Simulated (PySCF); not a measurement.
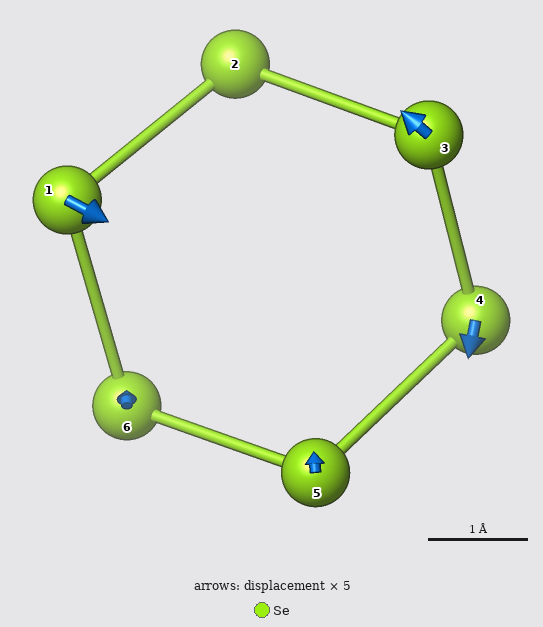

A relaxation of Se6. The starting structure is drawn; blue arrows show the displacements, magnified 5 times. The two geometries are superimposed by the best rigid fit.

Style: ball-and-stick. Shown face on.

The start comes from GFN2-xTB. Its atoms were then displaced at random by about 0.03 Å.

Method: PySCF 2.14.0, density-fitted response routines, PBE0-D3(BJ)/def2-SVP geometry optimisation, gas phase. 

What happened in the run?

After 10 geometry steps the energy has fallen by 0.161 eV. Se1 moves most after the best rigid fit: 0.10 Å. Some distances before and after: Se3–Se4 2.219 → 2.344 Å, Se4–Se5 2.427 → 2.340 Å, Se1–Se6 2.406 → 2.344 Å, Se2–Se3 2.386 → 2.340 Å. Among the angles between lasting bonds that change: Se1–Se2–Se3 104.0° → 101.2°. Cost: 7.9 min on 1 thread of Arm Neoverse V2 (shared host).
